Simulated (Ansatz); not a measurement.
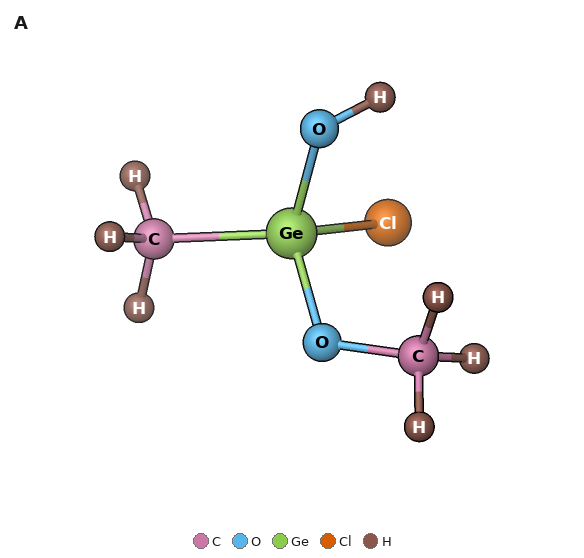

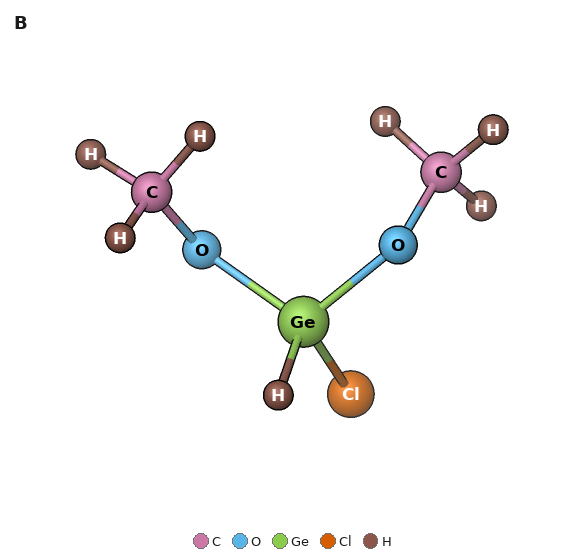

2 stationary structures of one formula. Geometries: PBE0-D4/def2-TZVP. Electronic energies: CCSD(T)/CBS (MP2 limit from def2-TZVPP and def2-QZVPP plus CCSD(T) − MP2) (Ansatz 0.2.0), without zero-point energy. No frequency run is at hand to confirm each as a minimum. Each is one conformer, not always the lowest.

> How are they related?

They are constitutional isomers of C2H7ClGeO2: A `C[O][Ge@@]([CH3])([OH])[Cl]`, B `C[O][GeH]([Cl])[O]C`.

> Which structure is the most stable?

A is lowest; B lies 1.175 eV above it.

Give E(B) − E(A) in eV at these levels too: B2PLYP (frozen core)/def2-TZVPP; ωB97X-V/def2-TZVPP; B3LYP-D4/def2-TZVPP; PBE0-D4/def2-TZVPP; r2SCAN-D4/def2-TZVPP; PBE-D4/def2-TZVPP; ωB97M-V/def2-TZVPP; RHF-MP2 (frozen core)/def2-QZVPP.

```tsv
level	E(B) − E(A) (eV)
B2PLYP (frozen core)/def2-TZVPP	+1.116
ωB97X-V/def2-TZVPP	+1.088
B3LYP-D4/def2-TZVPP	+1.083
PBE0-D4/def2-TZVPP	+1.140
r2SCAN-D4/def2-TZVPP	+1.145
PBE-D4/def2-TZVPP	+1.115
ωB97M-V/def2-TZVPP	+1.138
RHF-MP2 (frozen core)/def2-QZVPP	+1.236
```
